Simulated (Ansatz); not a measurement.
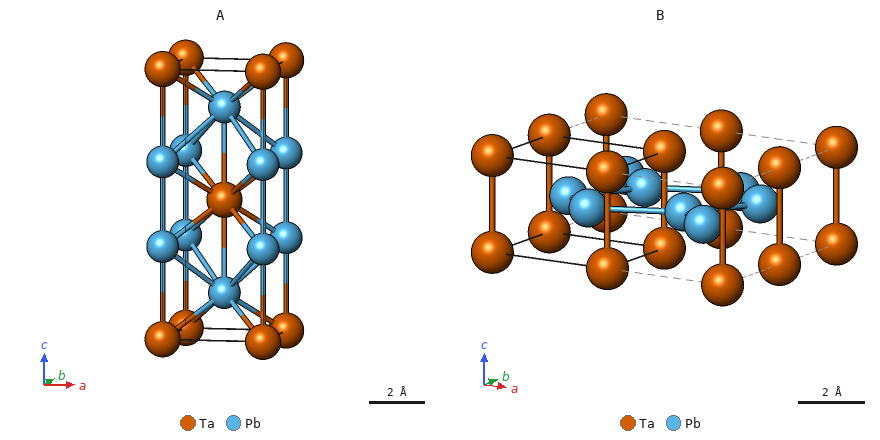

Two structures of TaPb₂, each relaxed to rest (conventional cells in solid outline, small ones repeated, not to one scale). Method: DFT PBE, scalar-relativistic, plane waves, PAW in Ansatz 0.2.0, without spin polarisation.

**State the structure in each panel.**

A: 6 atoms a cell on a body-centred tetragonal lattice, I4/mmm. B: AlB₂ type, P6/mmm.

**Which is the more stable form at this level of theory?**

A is lower, by 253 meV/atom at this level of theory (energies at zero smearing). Volumes: A 23.6, B 25.2 Å³/atom.

One or both may be structure types tried for this composition rather than known phases.
